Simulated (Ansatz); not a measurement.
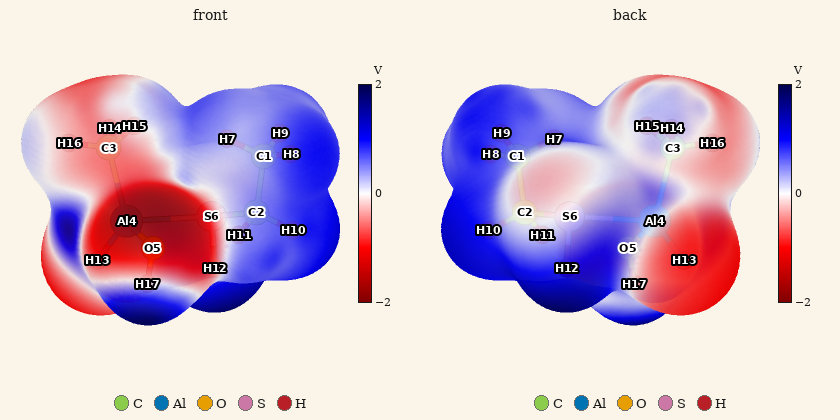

Figure. C3H11AlOS. The electrostatic potential painted on the density surface at 0.002 e/bohr³, seen from the front and from behind; the colour scale runs from red (negative) to blue (positive).

Geometry: PBE0-D4/def2-SVP.

Computed with isolated molecule in a Gaussian basis; Kohn-Sham density functional theory, functional PBE0 (Ansatz).

```yaml
atoms:
  - { symbol: C, position_ang: [-1.3899, -1.7919, -0.2298] }
  - { symbol: C, position_ang: [-1.5852, -0.6059, -1.1515] }
  - { symbol: C, position_ang: [1.6596, 0.3767, 1.2765] }
  - { symbol: Al, position_ang: [0.6665, 1.5671, 0.0795] }
  - { symbol: O, position_ang: [-0.9678, 1.9350, 0.5682] }
  - { symbol: S, position_ang: [0.0423, -0.0593, -1.7975] }
  - { symbol: H, position_ang: [-0.7649, -1.5261, 0.6355] }
  - { symbol: H, position_ang: [-2.3673, -2.1185, 0.1557] }
  - { symbol: H, position_ang: [-0.9246, -2.6443, -0.7474] }
  - { symbol: H, position_ang: [-2.2089, -0.8644, -2.0191] }
  - { symbol: H, position_ang: [-2.0081, 0.2544, -0.6110] }
  - { symbol: H, position_ang: [-0.4047, 0.9043, -2.6333] }
  - { symbol: H, position_ang: [1.3926, 2.6589, -0.8440] }
  - { symbol: H, position_ang: [2.4484, -0.1881, 0.7518] }
  - { symbol: H, position_ang: [1.0070, -0.3505, 1.7880] }
  - { symbol: H, position_ang: [2.1594, 0.9622, 2.0676] }
  - { symbol: H, position_ang: [-1.3673, 2.7814, 0.3595] }
```

Which sites attract a positive test charge, and which a negative one?

A positive charge is drawn to the negative regions and a negative charge to the positive ones. The most negative region (about −1.8 V) lies over O5, the most positive (about +1.9 V) over H12 and H17. O5 is the likeliest acceptor of a hydrogen bond.
